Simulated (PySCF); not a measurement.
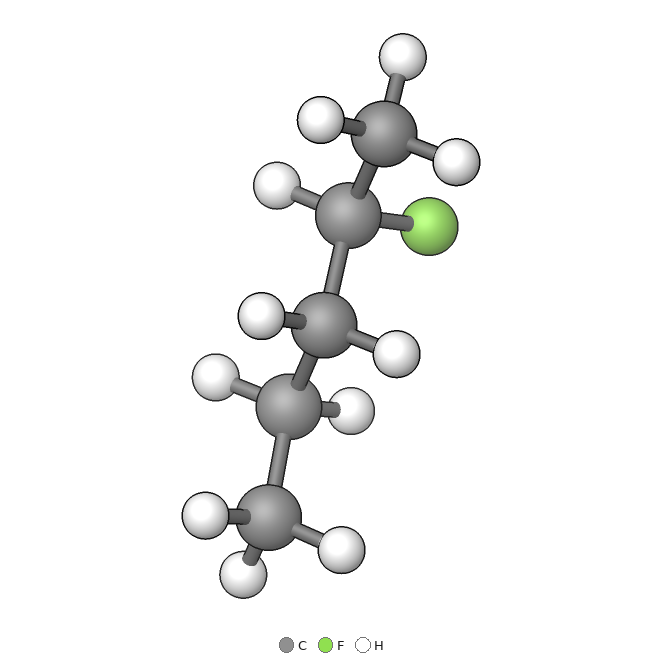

Rendered structure (ball-and-stick style). Every bond is drawn as one stick, whatever its order.

The computed structure is the end point of a PBE0-D3(BJ)/def2-SVP optimisation. No frequency run is at hand to confirm it as a minimum.

What does the picture show?

Formula C₅H₁₁F. As SMILES it reads `CCC[C@@H](C)F`. It has no ring. Among its groups: C–F bond. This geometry has C1 symmetry. Coordination: 5 C tetrahedral.

The parts below concern this one geometry. Atoms keep their numbers from picture to picture.

### Geometry

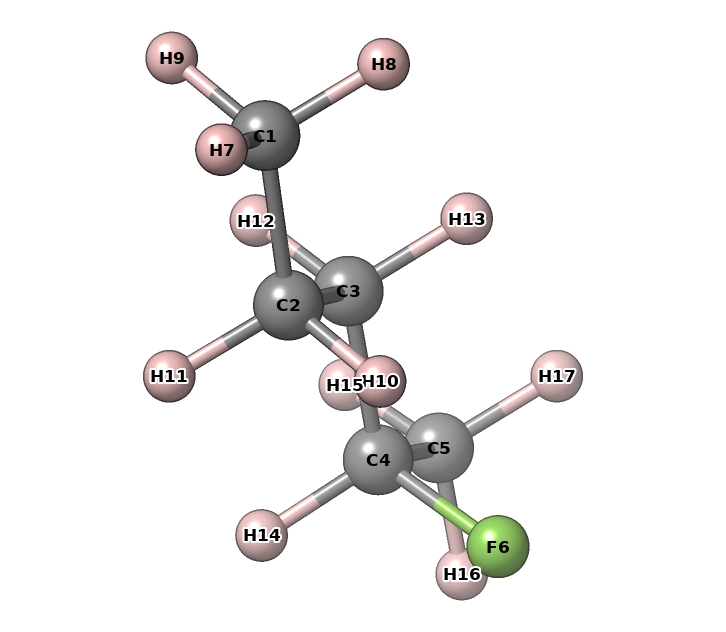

C3 lies behind C2. The molecule seen a little off the C2–C3 bond, C2 in front. Distant atoms are faded towards the background colour. No frequency run is at hand to confirm it as a minimum.

**What is the torsion angle C1–C2–C3–C4? The sign is positive where the front bond must turn clockwise to cover the back bond.**

178°, antiperiplanar (anti). The bonds about C2–C3 are staggered.

### Charges

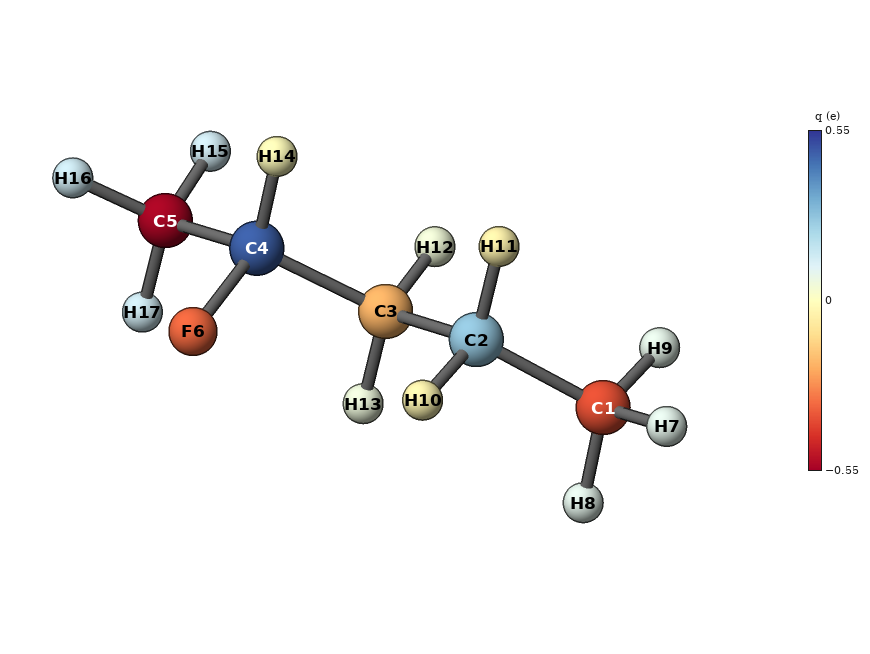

Atoms are coloured by their ESP-fitted charges. No frequency run is at hand to confirm it as a minimum. Properties computed with PBE0/pcSseg-1 in chloroform (IEF-PCM) (PySCF 2.14.0).

**Which atom carries the highest charge (most positive or least negative)?**

C4 (0.47 e).

**And the lowest?**

C5 (−0.53 e).

Give the ESP-fitted charges atom by atom.

```csv
atom,value (e)
C1,−0.38
C2,0.26
C3,−0.20
C4,0.47
C5,−0.53
F6,−0.33
H7,0.09
H8,0.09
H9,0.09
H10,−0.03
H11,−0.04
H12,0.05
H13,0.06
H14,−0.01
H15,0.14
H16,0.14
H17,0.14
```

### Levels of theory compared

No frequency run is at hand to confirm it as a minimum. Program: PySCF 2.14.0.

At this fixed geometry, give HOMO energy (eV), dipole (D) at these levels: BHandHLYP/aug-pcX-1 (pcseg-1 on H); PBE0/pcSseg-1 in chloroform (IEF-PCM); PBE0/pcSseg-1 in cyclohexane (IEF-PCM); PBE0/pcSseg-1 in tetrahydrofuran (IEF-PCM); WP04/pcSseg-1 in chloroform (IEF-PCM); ωB97X-D/def2-SVPD; ωB97X-D/def2-SVPD in chloroform (IEF-PCM); ωB97X-D/def2-SVPD in cyclohexane (IEF-PCM); ωB97X-D/pcSseg-1 in chloroform (IEF-PCM).

| level | HOMO energy (eV) | dipole (D) |
| --- | --- | --- |
| BHandHLYP/aug-pcX-1 (pcseg-1 on H) | −10.46 | 1.85 |
| PBE0/pcSseg-1 in chloroform (IEF-PCM) | −8.89 | 2.10 |
| PBE0/pcSseg-1 in cyclohexane (IEF-PCM) | −8.91 | 1.93 |
| PBE0/pcSseg-1 in tetrahydrofuran (IEF-PCM) | −8.88 | 2.16 |
| WP04/pcSseg-1 in chloroform (IEF-PCM) | −10.11 | 2.26 |
| ωB97X-D/def2-SVPD | −10.93 | 1.81 |
| ωB97X-D/def2-SVPD in chloroform (IEF-PCM) | −10.84 | 2.22 |
| ωB97X-D/def2-SVPD in cyclohexane (IEF-PCM) | −10.87 | 2.02 |
| ωB97X-D/pcSseg-1 in chloroform (IEF-PCM) | −10.80 | 2.14 |

### Polarisability

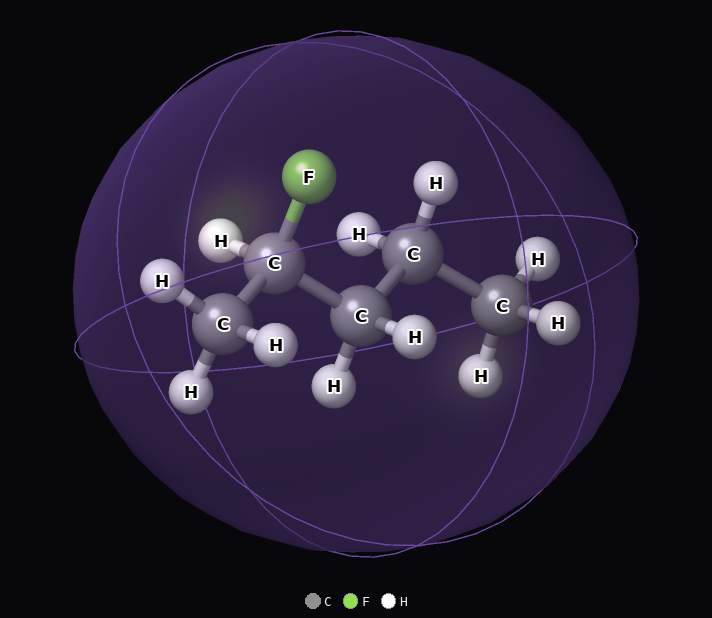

The ellipsoid shows the static dipole polarisability: its half-axes are proportional to the principal values. No frequency run is at hand to confirm it as a minimum. Method: ωB97X-D/def2-SVPD in cyclohexane (IEF-PCM) (PySCF 2.14.0).

**How large and how anisotropic is the polarisability?**

Principal values 65.2, 67.9, 80.4 bohr³; mean 71.2 bohr³ (10.54 Å³); anisotropy 14.0 bohr³, so the longest axis is 1.23 times the shortest.
